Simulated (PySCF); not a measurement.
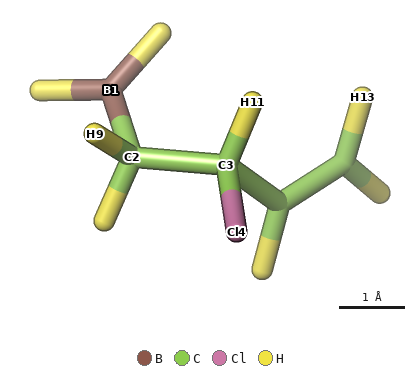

Fig. 1: The structure (stick view, seen at a tilt; atoms are numbered from 1 in the order of the input). Bond lengths as drawn: B–C 1.56 Å, B–H 1.21 Å, C–C 1.33 to 1.52 Å, C–Cl 1.82 Å and C–H 1.09 to 1.11 Å.

## NMR shielding calculation of C4H8BCl

The run: NMR shielding calculation of C4H8BCl. Method and program: GIAO PBE/pcSseg-1 NMR shielding, non-relativistic, gas phase (PySCF 2.14.0).

The geometry comes from this level: PBE0-D3(BJ)/def2-SVP. Figures and captions count atoms from 1; the log counts them from 0 in places.

## What the program printed
```
coarse grid: 12016 points
cycle   1  E = -641.6372650297  dE =  2.593e-01  |g| = 4.860e-01  |ddm| = 3.257e+00
cycle   2  E = -641.5894094746  dE =  4.786e-02  |g| = 6.502e-01  |ddm| = 1.034e+00
cycle   3  E = -641.7027772065  dE = -1.134e-01  |g| = 7.063e-02  |ddm| = 6.327e-01
cycle   4  E = -641.7039478128  dE = -1.171e-03  |g| = 3.490e-02  |ddm| = 1.313e-01
cycle   5  E = -641.7041869170  dE = -2.391e-04  |g| = 1.577e-02  |ddm| = 4.346e-02
cycle   6  E = -641.7042470869  dE = -6.017e-05  |g| = 4.511e-03  |ddm| = 1.458e-02
cycle   7  E = -641.7042514645  dE = -4.378e-06  |g| = 1.938e-03  |ddm| = 5.128e-03
final grid: 110768 points
cycle   8  E = -641.7505155065  dE = -3.876e-05  |g| = 1.051e-02  |ddm| = 3.349e-02
cycle   9  E = -641.7504819354  dE =  3.357e-05  |g| = 1.514e-02  |ddm| = 2.240e-02
cycle  10  E = -641.7505429031  dE = -6.097e-05  |g| = 2.188e-03  |ddm| = 1.511e-02
cycle  11  E = -641.7505440119  dE = -1.109e-06  |g| = 5.659e-04  |ddm| = 3.101e-03
cycle  12  E = -641.7505440863  dE = -7.442e-08  |g| = 1.823e-04  |ddm| = 5.331e-04
cycle  13  E = -641.7505440933  dE = -6.968e-09  |g| = 7.927e-05  |ddm| = 1.991e-04
cycle  14  E = -641.7505440950  dE = -1.658e-09  |g| = 1.452e-05  |ddm| = 7.712e-05
cycle  15  E = -641.7505440950  dE = -5.298e-11  |g| = 3.029e-06  |ddm| = 1.857e-05
```

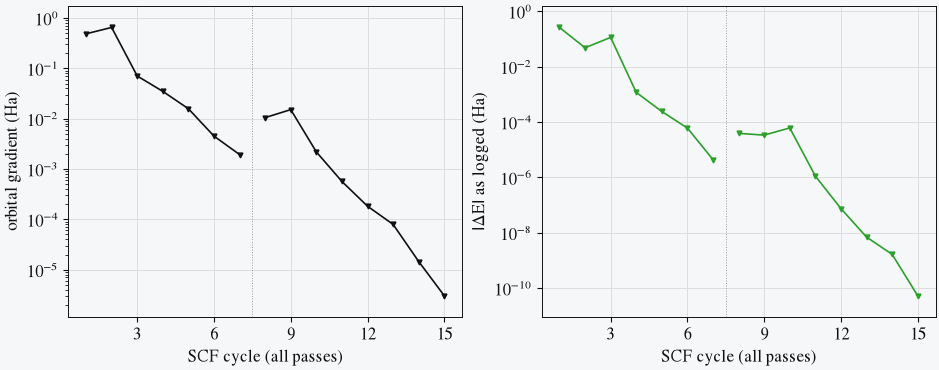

Fig. 2: Convergence of the self-consistent field: orbital gradient and size of the energy change against the SCF cycle. The dotted line marks the change from a coarse to the final integration grid. The first 7 cycles use a coarse grid, the final grid takes over at cycle 8, and the field converges after 15 cycles in all.

```
converged SCF energy = -641.7505440950

GIAO shielding tensors (ppm)
atom      isotropic    diamagn.    paramagn.     s11        s22        s33       span
  0 B        5.748     192.324    -186.576    -70.637    -34.964    122.846    193.483
  1 C      127.724     250.230    -122.506     90.238    140.887    152.048     61.810
  2 C      108.165     245.685    -137.520     85.902    103.609    134.983     49.081
  3 Cl     678.268    1147.523    -469.255    431.772    576.561   1026.471    594.699
  4 C       29.665     255.509    -225.844    -89.279     44.755    133.520    222.799
  5 C       60.692     252.976    -192.284    -39.130     69.575    151.631    190.761
  6 H       23.471      28.933      -5.463     15.271     26.670     28.471     13.200
  7 H       23.416      28.019      -4.603     16.926     26.184     27.137     10.211
  8 H       29.250      29.288      -0.038     24.883     28.500     34.367      9.484
  9 H       28.219      30.322      -2.103     25.002     27.298     32.358      7.356
 10 H       26.622      32.203      -5.581     22.996     25.253     31.616      8.621
 11 H       25.319      31.247      -5.928     22.367     24.729     28.861      6.494
 12 H       25.766      30.649      -4.882     22.332     25.259     29.708      7.376
 13 H       26.052      28.203      -2.151     23.754     24.947     29.455      5.701
```

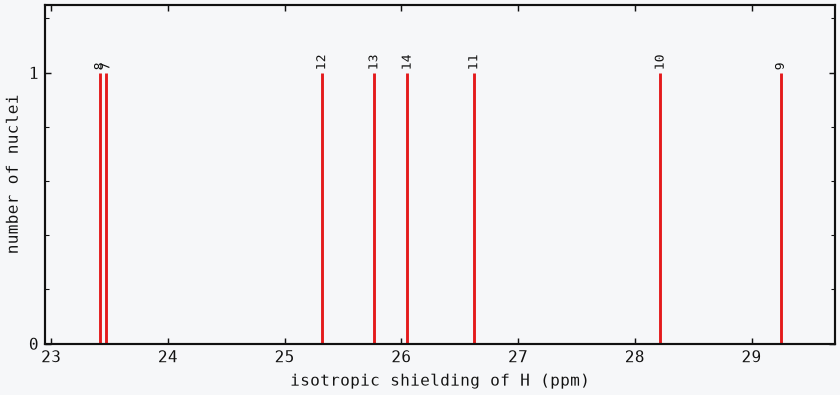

Fig. 3: Isotropic shieldings of the hydrogen nuclei in this fixed geometry, labelled by atom number; shielding grows to the right, so chemical shift grows to the left. The least shielded is H8 (23.4 ppm), the most shielded H9 (29.2 ppm).

The run was set up as follows.

## The input
```
{"job": {"kind": "nmr", "xc": "PBE", "basis": "pcSseg-1", "pop": false}, "charge": 0, "multiplicity": 1}
B     -1.987808     0.662711     1.024051
C     -1.169505    -0.151014    -0.023078
C      0.295773    -0.382856     0.296193
Cl     1.001205    -1.583782    -0.870715
C      1.102874     0.871216     0.226015
C      1.735058     1.414002     1.266509
H     -1.585098     0.822294     2.154329
H     -3.082464     1.084409     0.730089
H     -1.705517    -1.125503    -0.047326
H     -1.292159     0.241556    -1.047172
H      0.404501    -0.845990     1.287256
H      1.130574     1.358077    -0.756436
H      1.723580     0.939272     2.252676
H      2.286878     2.352415     1.170527
```

The first line tells a small driver script what to run in PySCF; the rest is the geometry in Å.

Run as:
```bash
OMP_NUM_THREADS=1 python <driver script> task.json out
```

## Key numbers

| quantity | value |
| --- | --- |
| outcome | converged |
| total energy | −641.750544 hartree |
| HOMO | −6.67 eV |
| LUMO | −2.62 eV |
| dipole moment | 1.55 D |
| isotropic shielding, B | 5.7 ppm |
| isotropic shielding, C | 29.7 to 127.7 ppm |
| isotropic shielding, Cl | 678.3 ppm |
| isotropic shielding, H | 23.4 to 29.2 ppm |
| hardware | 1 CPU thread, shared host |
| wall time | 19 s |
| peak memory | 0.81 GiB |
